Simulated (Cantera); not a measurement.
Input: 1 mol Zr, 11 mol H₂O, 5.5 mol N₂, equilibrated at 0.530 bar.

These are equilibrium values from Cantera (NASA tables, ideal gas, pure condensed phases), not measurements of a reactor. Candidate condensed phases: H₂O, Zr, ZrN, ZrO₂; 28 gas species. Rates play no part.

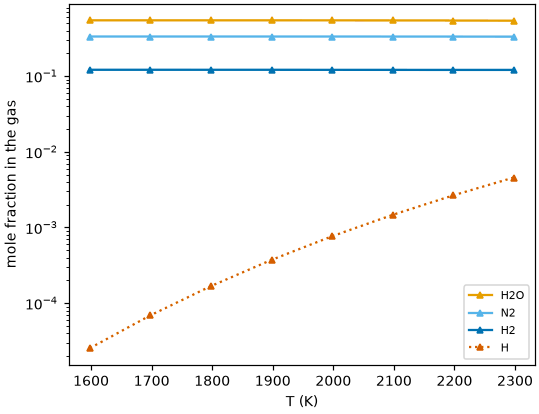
Figure: Equilibrium gas composition (values under 1e-9 drawn at 1e-9)

### Question
Read off the mole fractions at 2098 K.

### Answer
H₂O about 0.54, N₂ about 0.33, H₂ about 0.12, H about 0.0015.
